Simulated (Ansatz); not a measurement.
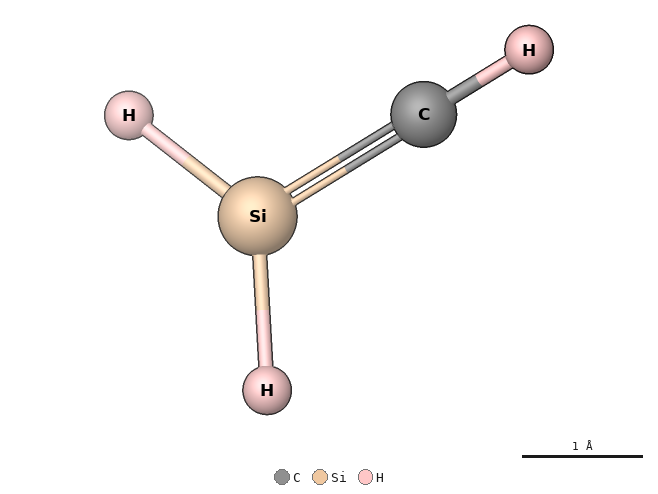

Distant atoms are faded towards the background colour. State: charge +1, singlet. The computed structure is the end point of a PBE0-D4/def2-TZVP optimisation. No frequency run is at hand to confirm it as a minimum. Masses are those of the most abundant isotopes; constants are for the rigid equilibrium geometry.

**Classify the rotor and give the rotational constants (GHz).**

An asymmetric top (C2v): A = 139, B = 15.6, C = 14.1 GHz. Ray's parameter κ is −0.97, close to the prolate limit.
